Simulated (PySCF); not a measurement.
# SiH2Cl2 (dichlorosilane (DCS)): PBE/STO-6G

Aim: the vertical ionisation energy of SiH2Cl2 (dichlorosilane (DCS)) at PBE/STO-6G, from 2 runs. 

The results are computed with PySCF 2.14.0.

11 further runs of the same task are left out: 11 set aside as unsound or not needed.

### 1 The system as given

SiH2Cl2: 5 atoms, total charge 0, spin state singlet. As SMILES, `Cl[SiH2]Cl`. The coordinates come from a PBE0-D4/def2-TZVP relaxation.

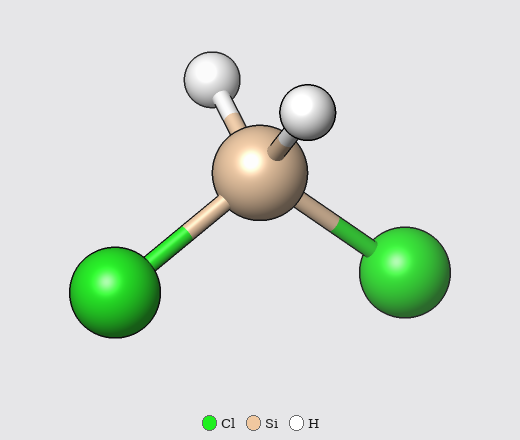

Viewed from a chosen angle; chlorine green, silicon light orange, hydrogen white.

### 2 The energy at PBE/STO-6G

Input file run.py:

```python
# Cl[SiH2]Cl
from pyscf import gto, dft

molecule = gto.M(
    atom='''
Cl  -1.036100  -0.393400   1.609300
Si   0.136800  -0.071700  -0.028900
Cl  -0.799200   1.196800  -1.324000
H    0.352000  -1.362200  -0.711200
H    1.396500   0.556600   0.413400
''',
    basis='sto-6g',
    verbose=4,
    max_memory=1860,
    spin=0,
)

mf = dft.RKS(molecule, xc='pbe')
mf.grids.level = 5
mf.conv_tol = 1e-10
mf.kernel()
if not mf.converged:
    mf = mf.newton().run(mf.mo_coeff, mf.mo_occ)

energy = mf.e_tot
print('E(%s) = %.9f' % ('PBE', energy))
```

The run is started by

```console
$ OMP_NUM_THREADS=1 python run.py
```

Standard output:

```text
PySCF version 2.14.0

[INPUT] num. atoms = 5
[INPUT] num. electrons = 50
[INPUT] charge = 0
[INPUT] spin (= nelec alpha-beta = 2S) = 0
[INPUT] symmetry False subgroup None
[INPUT] Mole.unit = angstrom
[INPUT] Symbol           X                Y                Z      unit          X                Y                Z       unit  Magmom
[INPUT]  1 Cl    -1.036100000000  -0.393400000000   1.609300000000 AA   -1.957945237662  -0.743418257404   3.041136252263 Bohr   0.0
[INPUT]  2 Si     0.136800000000  -0.071700000000  -0.028900000000 AA    0.258514533841  -0.135493363131  -0.054613085000 Bohr   0.0
[INPUT]  3 Cl    -0.799200000000   1.196800000000  -1.324000000000 AA   -1.510269118752   2.261624225879  -2.501997388924 Bohr   0.0
[INPUT]  4 H      0.352000000000  -1.362200000000  -0.711200000000 AA    0.665183595847  -2.574184926883  -1.343973219791 Bohr   0.0
[INPUT]  5 H      1.396500000000   0.556600000000   0.413400000000 AA    2.639002532955   1.051821560933   0.781212779895 Bohr   0.0

nuclear repulsion = 191.96342107857
number of shells = 17
number of NR pGTOs = 174
number of NR cGTOs = 29
basis = sto-6g
ecp = {}

******** <class 'pyscf.dft.rks.RKS'> ********
method = RKS
initial guess = minao
damping factor = 0
level_shift factor = 0
DIIS = <class 'pyscf.scf.diis.CDIIS'>
diis_start_cycle = 1
diis_space = 8
diis_damp = 0
SCF conv_tol = 1e-10
SCF conv_tol_grad = None
SCF max_cycles = 50
direct_scf = True
direct_scf_tol = 1e-13
XC library pyscf.dft.libxc version 7.0.0
    S. Lehtola, C. Steigemann, M. J.T. Oliveira, and M. A.L. Marques.,  SoftwareX 7, 1–5 (2018)
XC functionals = pbe
    J. P. Perdew, K. Burke, and M. Ernzerhof.,  Phys. Rev. Lett. 77, 3865 (1996)
    J. P. Perdew, K. Burke, and M. Ernzerhof.,  Phys. Rev. Lett. 78, 1396 (1997)
    J. P. Perdew, K. Burke, and M. Ernzerhof.,  Phys. Rev. Lett. 77, 3865 (1996)
    J. P. Perdew, K. Burke, and M. Ernzerhof.,  Phys. Rev. Lett. 78, 1396 (1997)
radial grids:
    Treutler-Ahlrichs [JCP 102, 346 (1995); DOI:10.1063/1.469408] (M4) radial grids

becke partition: Becke, JCP 88, 2547 (1988); DOI:10.1063/1.454033
pruning grids: <function nwchem_prune>
grids dens level: 5
symmetrized grids: False
atomic radii adjust function: <function treutler_atomic_radii_adjust>
small_rho_cutoff = 0
Set gradient conv threshold to 1e-05
Initial guess from minao.
tot grids = 176728
init E= -1206.03541575503
  HOMO = -0.344573463774672  LUMO = 0.013526774873859  gap/eV = 9.74440
cycle= 1 E= -1206.31481714122  delta_E= -0.279  |g|= 0.409  |ddm|= 2.48
  HOMO = -0.182189088157258  LUMO = 0.0373783035126265  gap/eV = 5.97473
cycle= 2 E= -1206.27991602307  delta_E= 0.0349  |g|= 0.524  |ddm|= 1.97
  HOMO = -0.209009249082276  LUMO = 0.0755869307367621  gap/eV = 7.74426
cycle= 3 E= -1206.39823806633  delta_E= -0.118  |g|= 0.00437  |ddm|= 1.08
  HOMO = -0.210456309054575  LUMO = 0.0739548287196606  gap/eV = 7.73922
cycle= 4 E= -1206.39824489831  delta_E= -6.83e-06  |g|= 0.00114  |ddm|= 0.0123
  HOMO = -0.210566671362467  LUMO = 0.0739481011350112  gap/eV = 7.74204
cycle= 5 E= -1206.3982456157  delta_E= -7.17e-07  |g|= 0.000216  |ddm|= 0.00338
  HOMO = -0.210542209210676  LUMO = 0.07397610122458  gap/eV = 7.74214
cycle= 6 E= -1206.39824564064  delta_E= -2.49e-08  |g|= 4.82e-06  |ddm|= 0.000545
  HOMO = -0.21054292882093  LUMO = 0.0739756016836067  gap/eV = 7.74214
cycle= 7 E= -1206.39824564064  delta_E= -6.82e-12  |g|= 4.74e-07  |ddm|= 1.28e-05
  HOMO = -0.21054291201042  LUMO = 0.0739757600028686  gap/eV = 7.74215
Extra cycle  E= -1206.39824564064  delta_E= -2.27e-12  |g|= 4.17e-07  |ddm|= 2.44e-06
converged SCF energy = -1206.39824564064
E(PBE) = -1206.398245641
```

It took 4.2 s on 1 thread of Arm Neoverse V2, shared host; peak memory 0.24 GiB.

### 3 The doublet cation at the same level

Input file run.py:

```python
from pyscf import gto, dft

mol = gto.M(
    atom='''
Cl  -1.036100  -0.393400   1.609300
Si   0.136800  -0.071700  -0.028900
Cl  -0.799200   1.196800  -1.324000
H    0.352000  -1.362200  -0.711200
H    1.396500   0.556600   0.413400
''',
    charge=1,
    max_memory=1860,
    basis='sto-6g',
    spin=1,
    verbose=3,
)

mf = dft.UKS(mol)
mf.xc = 'pbe'
mf.conv_tol = 1e-10
mf.grids.level = 5
mf.kernel()
if not mf.converged:
    mf = mf.newton().run(mf.mo_coeff, mf.mo_occ)

etot = mf.e_tot
print('Final energy', etot)
```

The run is started by

```console
$ OMP_NUM_THREADS=1 python run.py
```

Standard output:

```text
WARN: HOMO -0.344573463774671 >= LUMO -0.344573463774673

converged SCF energy = -1206.04868807687  <S^2> = 0.75123414  2S+1 = 2.0012338
Final energy -1206.0486880768658
```

It took 9 s on 1 thread of Arm Neoverse V2, shared host; peak memory 0.25 GiB.

### 4 What came out

Level: PBE/STO-6G.

| quantity | value |
| --- | --- |
| singlet SiH2Cl2: total energy | -1206.39825 Eh |
| singlet SiH2Cl2: dipole moment | 2.50 D |
| singlet SiH2Cl2: HOMO energy | -5.73 eV |
| singlet SiH2Cl2: LUMO energy | 2.01 eV |
| singlet SiH2Cl2: HOMO–LUMO gap | 7.74 eV |
| doublet cation: total energy | -1206.04869 Eh |
| doublet cation: HOMO energy (highest over α and β) | -13.51 eV |
| doublet cation: LUMO energy (lowest over α and β) | -13.24 eV |
| doublet cation: ⟨S²⟩ | 0.751 |
| vertical ionisation energy (to the doublet cation) | 9.512 eV |

In words: Removing an electron at fixed nuclei costs 9.51 eV (918 kJ/mol). −ε(HOMO) before ionisation, 5.73 eV, is 3.78 eV below this ionisation energy. In a minimal basis such a difference can be off by several eV, whatever the method.
